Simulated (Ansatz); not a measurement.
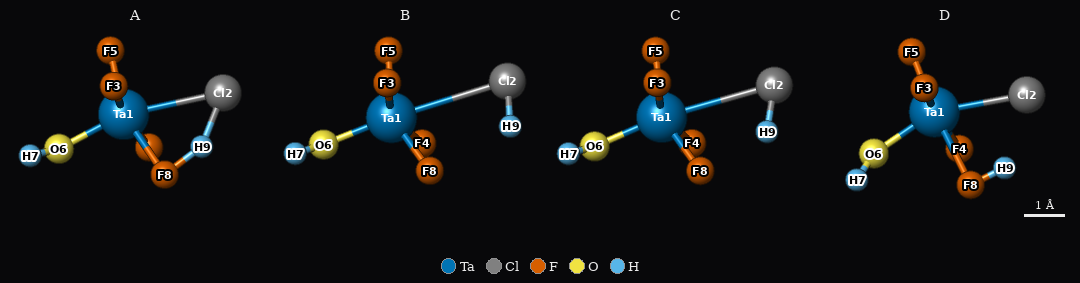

4 geometries from a converged minimum-energy path of TaH₂OClF₄, shuffled. The picture is a ball-and-stick view, seen at a tilt.

All numbers below come from RKS revPBE/def2-SVP (Ansatz). Set-up: 5 movable images; climbing image; force threshold 0.05 eV/Å; iteration limit 60; starting path through a guess of the saddle point.

Which frame is the top of the path?

Answer. A. In order along the path, whose images run from 0 to 6: D (image 0, 0.0 kJ/mol), A (image 2, +15.0 kJ/mol), C (image 4, −17.5 kJ/mol), B (image 5, −21.7 kJ/mol). A hydrogen atom shifts from one atom to another. Breaking: F8–H9 (0.97 → 1.19 at the top → 2.56 Å). Forming: Cl2–H9 (2.09 → 1.56 at the top → 1.30 Å).
